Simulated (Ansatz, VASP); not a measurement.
# Cross-check of Pb2SO between VASP and Ansatz, part 2 of 2

Aim: how closely do two programs agree when they are given the same cell, functional and k mesh? The cell is invented: As first built, before any earlier steps moved the atoms: it takes the PbS structure with some of its atoms replaced by other elements, volume scaled by an estimate. It may not be a known or stable phase. The cell comes out of the VASP series on this material, whose earlier steps may have relaxed, scaled or displaced it; both programs get it as it stands.

VASP 6.6.1 and Ansatz 0.2.0.

So far. Step 2 (VASP: band structure, RPBE): The run ends at a pressure of -0.02 GPa, with forces up to 0.0022 eV/Å.

### Step 5. VASP: band structure, r2SCAN

Level of this step: r2SCAN; plane waves and PAW (Pb_d, S, O); invented cell (VASP).

Levels along a path test the potential and the projectors away from the mesh points.

Contents of INCAR:

```
SYSTEM = Pb2SO
PREC = Accurate
ENCUT = 520
EDIFF = 1E-06
NELM = 100
ISMEAR = 0
SIGMA = 0.05
LREAL = .FALSE.
ALGO = Normal
METAGGA = R2SCAN
LASPH = .TRUE.
NBANDS = 34
LORBIT = 11
LWAVE = .FALSE.
LCHARG = .FALSE.
KPAR = 2
```

Contents of POSCAR:

```
Pb2SO
1.0
    3.8618406376      0.0000000009      0.0000000000
   -1.9309208178      3.3444527311      0.0000000000
    0.0000000000      0.0000000000      7.1930232245
Pb S O
2 1 1
Direct
    0.0000000000      0.0000000000      0.2752431486
    0.0000000000      0.0000000000      0.7247568514
    0.6666666700      0.3333333300      0.0000000000
    0.6666666700      0.3333333300      0.5000000000
```

Contents of KPOINTS:

```
Automatic mesh
0
Gamma
6 6 3
0 0 0
```

Contents of KPOINTS_OPT:

```
Line mode
16
Line-mode
Reciprocal
  0.00000000   0.00000000   0.00000000 GAMMA
  0.50000000   0.00000000   0.00000000 M

  0.50000000   0.00000000   0.00000000 M
  0.33333333   0.33333333   0.00000000 K

  0.33333333   0.33333333   0.00000000 K
  0.00000000   0.00000000   0.00000000 GAMMA

  0.00000000   0.00000000   0.00000000 GAMMA
  0.00000000   0.00000000   0.50000000 A

  0.00000000   0.00000000   0.50000000 A
  0.50000000   0.00000000   0.50000000 L

  0.50000000   0.00000000   0.50000000 L
  0.33333333   0.33333333   0.50000000 H

  0.33333333   0.33333333   0.50000000 H
  0.00000000   0.00000000   0.50000000 A

  0.50000000   0.00000000   0.50000000 L
  0.50000000   0.00000000   0.00000000 M

  0.33333333   0.33333333   0.00000000 K
  0.33333333   0.33333333   0.50000000 H
```

The projector-augmented-wave data sets are Pb_d, S and O (PBE family, release 64).

The run is started by

```sh
$ mpirun -np 2 vasp_std
```

Numbers of over 12 decimals in the logs are rounded to 6 here.

Output:

```text
[banner, memory and clock lines left out]
running    2 mpi-ranks, on    1 nodes
[...]
[... a notice as in an earlier step ...]

 LDA part: xc-table for (None), standard interpolation
 POSCAR, INCAR and KPOINTS ok, starting setup
[...]
entering main loop
       N       E                     dE             d eps       ncg     rms          rms(c)
DAV:   1     0.345132091678E+03    0.34513E+03   -0.19020E+04   952   0.135E+03
DAV:   2    -0.842415507294E+02   -0.42937E+03   -0.40567E+03   952   0.382E+02
DAV:   3    -0.139644396486E+03   -0.55403E+02   -0.53501E+02  1192   0.153E+02
DAV:   4    -0.142494457036E+03   -0.28501E+01   -0.28406E+01  1184   0.352E+01
[...]
DAV:  14    -0.129076896159E+03    0.25949E-05   -0.40289E-05  1286   0.434E-02    0.608E-03
DAV:  15    -0.129076895057E+03    0.11018E-05   -0.47141E-06   892   0.119E-02    0.171E-03
DAV:  16    -0.129076895017E+03    0.39339E-07   -0.36112E-07   528   0.398E-03
   1 F= -.12907690E+03 E0= -.12907676E+03  d E =-.277572E-03
 Start KPOINTS_OPT (optional k-point list driver)
k-point batch [1-14\144]
       N       E                     dE             ncg
DAV:   1     0.322462822492E+04   -0.43943E+04      952
DAV:   2    -0.274780358448E+04   -0.59724E+04      968
DAV:   3    -0.350558263326E+04   -0.75778E+03     1154
DAV:   4    -0.354502908135E+04   -0.39446E+02     1152
DAV:   5    -0.354654028924E+04   -0.15112E+01     1262
DAV:   6    -0.354661408009E+04   -0.73791E-01     1334
DAV:   7    -0.354661587240E+04   -0.17923E-02     1320
DAV:   8    -0.354661588834E+04   -0.15936E-04     1280
DAV:   9    -0.354661588854E+04   -0.19940E-06      826
[...]
k-point batch [141-144\144]
       N       E                     dE             ncg
DAV:   1     0.148296966326E+05   -0.48262E+04      272
DAV:   2     0.131133511048E+05   -0.17163E+04      272
DAV:   3     0.129026683498E+05   -0.21068E+03      312
DAV:   4     0.128925661885E+05   -0.10102E+02      344
DAV:   5     0.128921394284E+05   -0.42676E+00      416
DAV:   6     0.128921317573E+05   -0.76711E-02      334
DAV:   7     0.128921312185E+05   -0.53886E-03      432
DAV:   8     0.128921312155E+05   -0.29323E-05      322
DAV:   9     0.128921312155E+05   -0.67910E-07      240
```

Parts of OUTCAR (step 5):

```text
  Total       -2.0701009     -2.0701017     -2.3863209      0.0000003      0.0000000      0.0000000
  in kB      -35.7002473    -35.7002609    -41.1536690      0.0000053      0.0000000      0.0000000
  external PRESSURE =     -37.5180591 kB  Pullay stress =       0.0000000 kB

 POSITION                                       TOTAL-FORCE (eV/Angst)
 -----------------------------------------------------------------------------------
      0.00000      0.00000      1.97983        -0.000000      0.000000      0.126061
      0.00000      0.00000      5.21319        -0.000000      0.000000     -0.126061
      1.93092      1.11482      0.00000        -0.000000      0.000000      0.000000
      1.93092      1.11482      3.59651         0.000000     -0.000000      0.000000
 -----------------------------------------------------------------------------------
    total drift:                               -0.000025      0.000030      0.000000

  FREE ENERGIE OF THE ION-ELECTRON SYSTEM (eV)
  ---------------------------------------------------
  free  energy   TOTEN  =      -129.0768950175 eV

  energy  without entropy=     -129.0766174452  energy(sigma->0) =     -129.07675623

[... 2 parts as in an earlier step ...]

[... 1 further part left out ...]
[key lines of the parts left out:]
E-fermi :   5.4118
```

The run ends at a pressure of -3.75 GPa, with forces up to 0.13 eV/Å.

### Step 6. Ansatz: band structure, r2SCAN

The same cell, functional, mesh and smearing now go to Ansatz, which takes its cutoff from its data sets.

The cell comes out of the VASP series on this material, whose earlier steps may have relaxed, scaled or displaced it; both programs get it as it stands.

Contents of input.yaml:

```yaml
crystal:
  lattice:
    - [3.8618406376, 9.0e-10, 0.0]
    - [-1.9309208178, 3.3444527311, 0.0]
    - [0.0, 0.0, 7.1930232245]
  atoms:
    - { symbol: Pb, position: [0.0, 0.0, 0.2752431486] }
    - { symbol: Pb, position: [0.0, 0.0, 0.7247568514] }
    - { symbol: S, position: [0.66666667, 0.33333333, 0.0] }
    - { symbol: O, position: [0.66666667, 0.33333333, 0.5] }
hamiltonian:
  xc: r2scan
  pseudopotentials: { kind: paw }
kpoints:
  mp_grid: { grid: [6, 6, 3] }
  band_path:
    path:
      - [0.0, 0.0, 0.0]
      - [0.13333, 0.0, 0.0]
      - [0.3, 0.0, 0.0]
      - [0.46667, 0.0, 0.0]
      - [0.46667, 0.06667, 0.0]
      - [0.41111, 0.17778, 0.0]
      - [0.35556, 0.28889, 0.0]
      - [0.33333, 0.33333, 0.0]
      - [0.28889, 0.28889, 0.0]
      - [0.17778, 0.17778, 0.0]
      - [0.06667, 0.06667, 0.0]
      - [0.0, 0.0, 0.03333]
      - [0.0, 0.0, 0.2]
      - [0.0, 0.0, 0.36667]
      - [0.0, 0.0, 0.5]
      - [0.16667, 0.0, 0.5]
      - [0.3, 0.0, 0.5]
      - [0.46667, 0.0, 0.5]
      - [0.46667, 0.06667, 0.5]
      - [0.41111, 0.17778, 0.5]
      - [0.35556, 0.28889, 0.5]
      - [0.28889, 0.28889, 0.5]
      - [0.17778, 0.17778, 0.5]
      - [0.06667, 0.06667, 0.5]
      - [0.5, 0.0, 0.46667]
      - [0.5, 0.0, 0.3]
      - [0.5, 0.0, 0.13333]
      - [0.33333, 0.33333, 0.0]
      - [0.33333, 0.33333, 0.16667]
      - [0.33333, 0.33333, 0.33333]
      - [0.33333, 0.33333, 0.5]
    npoints: 1
scf:
  occupations: { method: gaussian, width: 0.05 }
  n_extra_bands: 8
output:
  forces: true
  stress: true
  eigenvalues: true
```

The run is started by

```sh
$ ansatz run input.yaml --threads 2 --pin off --max-ram 4608MiB --backend cpu --events-out ev --progress --plain --runs-dir out
```

Output:

```text
[...]
Crystal: 4 atoms, lattice volume = 92.903 Å³
Basis set: ecut = 500 eV, 2313 PW (Γ), exchange–correlation on 120×120×216 points (64 copies of the dense FFT grid, shifted against one another)
Bands: 28, of which v1, the nominal top of the filled ones, is band 20 counted from 1 (19 counted from 0)
Symmetry: 12 space group operations
[...]
k-point 0: bands = [... 16 lower, 6.3055, 7.1396, 7.1396, 8.3089, 9.2782, 12.9948, 12.9948, 13.8546, ... 4 higher]
  k-point 1: bands = [... 16 lower, 6.3430, 7.0979, 7.0979, 7.1880, 11.1186, 13.1459, 13.1459, 13.5022, ... 4 higher]
  k-point 2: bands = [... 16 lower, 6.1501, 6.4068, 6.9797, 7.5265, 10.3883, 11.5807, 12.6211, 13.1121, ... 4 higher]
  k-point 13: bands = [... 16 lower, 5.1723, 5.5605, 5.9352, 7.4453, 9.2774, 10.9183, 11.3997, 11.6513, ... 4 higher]
[key lines of the parts left out:]
SCF converged after 8 iterations
Free energy (F): -25316.001566 eV
Fermi energy:    8.351216 eV
P = ⅓ Tr σ = -3.7830 GPa (-37.830 kbar)
```

Run time: 16 s. Hardware: 2 threads of Arm Neoverse N1, shared host; peak memory 0.51 GiB.

### Step 7. Comparison

What differs besides the data sets and the points named for the pairs above, as far as they apply: VASP keeps PBE cores, Ansatz makes them for the functional; the cutoff is 500 eV in Ansatz and 520 eV in VASP. Total energies have different zeros and are not compared.

Both answers:

| quantity | Ansatz | VASP | difference |
| --- | --- | --- | --- |
| pressure (GPa) | -3.78 | -3.75 | -0.03 |
| gap over the path points (eV) | 0.098 | 0.098 | 0.000 |

Forces (eV/Å; atoms numbered as in POSCAR):

| atom | Ansatz x, y, z | VASP x, y, z |
| --- | --- | --- |
| Pb1 | 0.000, 0.000, 0.135 | 0.000, 0.000, 0.126 |
| Pb2 | 0.000, 0.000, -0.135 | 0.000, 0.000, -0.126 |
| S3 | 0.000, 0.000, 0.000 | 0.000, 0.000, 0.000 |
| O4 | 0.000, 0.000, 0.000 | 0.000, 0.000, 0.000 |

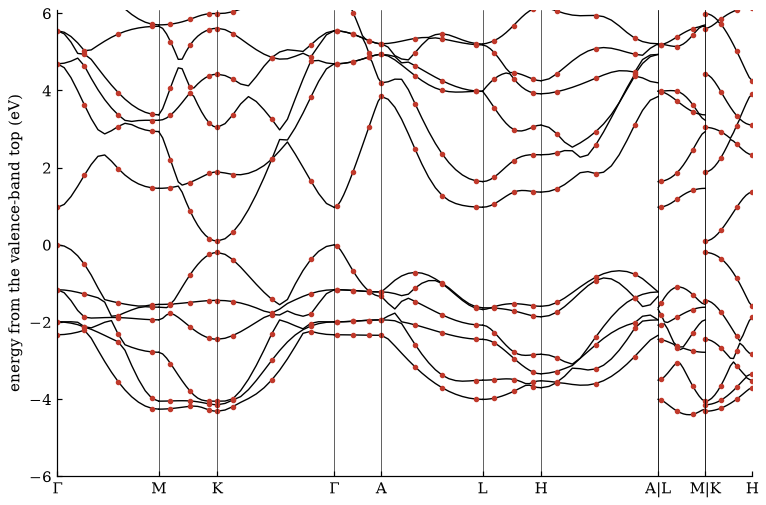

Bands from VASP (lines) and levels from Ansatz (dots). Dots without a line are higher empty bands that the VASP plot leaves out.

Levels at points of the path, from each program's valence-band top (eV; 4 filled, then empty):

| k (reciprocal lattice) | Ansatz | VASP |
| --- | --- | --- |
| 0.000 0.000 0.000 | -2.00 -1.17 -1.17 0.00 0.97 4.69 4.69 | -2.00 -1.16 -1.16 0.00 0.97 4.69 4.69 |
| 0.133 0.000 0.000 | -2.13 -1.88 -1.28 -0.50 1.80 3.62 4.63 | -2.12 -1.87 -1.27 -0.51 1.81 3.62 4.63 |
| 0.300 0.000 0.000 | -2.32 -1.89 -1.84 -1.51 1.97 3.06 3.37 | -2.32 -1.89 -1.83 -1.50 1.98 3.07 3.37 |
| 0.467 0.000 0.000 | -2.78 -1.94 -1.62 -1.56 1.47 2.94 3.22 | -2.78 -1.94 -1.61 -1.55 1.48 2.94 3.23 |
| 0.467 0.067 0.000 | -3.08 -1.78 -1.57 -1.54 1.48 2.20 3.35 | -3.07 -1.77 -1.57 -1.54 1.49 2.20 3.36 |
| 0.411 0.178 0.000 | -3.79 -2.13 -1.50 -0.78 0.89 1.61 3.93 | -3.79 -2.12 -1.49 -0.78 0.89 1.62 3.94 |
| 0.356 0.289 0.000 | -4.05 -2.42 -1.45 -0.25 0.16 1.85 3.15 | -4.05 -2.42 -1.45 -0.25 0.16 1.85 3.15 |
| 0.333 0.333 0.000 | -4.06 -2.45 -1.45 -0.20 0.10 1.89 3.04 | -4.05 -2.45 -1.44 -0.20 0.10 1.89 3.04 |
| 0.289 0.289 0.000 | -4.00 -2.36 -1.48 -0.38 0.33 1.82 3.37 | -3.99 -2.35 -1.47 -0.38 0.33 1.82 3.37 |
| 0.178 0.178 0.000 | -2.30 -1.81 -1.77 -1.42 2.22 2.22 3.25 | -2.30 -1.81 -1.76 -1.41 2.22 2.22 3.25 |

The forces differ by 3.7 meV/Å r.m.s., which is 7.3 % of the r.m.s. force of 0.05 eV/Å (both taken over all components). Among the levels compared (up to four filled and three empty ones at each point), filled levels agree within 8 meV and empty ones within 7 meV. Ansatz's pressure holds a Pulay correction of 0.02 GPa; VASP's holds none.

### Step 8. What came out

```yaml
r_m_s_difference_of_levels_near_the_fermi_level_band_structure_rpbe: 3.4 meV
difference_in_gap_over_the_path_points_band_structure_r2scan: -3.0e-4 eV
```

The r.m.s. difference of levels near the Fermi level is 3.4 meV (band structure, RPBE), within the 80 meV picked in this series as the mark of a large difference. How closely two codes agree says nothing of how well the functional describes the real material.

[Lines on the potential files, build, host, timing and source positions are cut from VASP's logs without a mark.]

[Logs are printed without paths, hosts, clocks, repeated set-up lines and the standing remarks that a program may print on its own settings, such as how far it seeks lower states.]

[Hosts, paths, dates, database ids (printed as entryN), source tags and the programs' standing remarks are cut or masked in the printed files.]
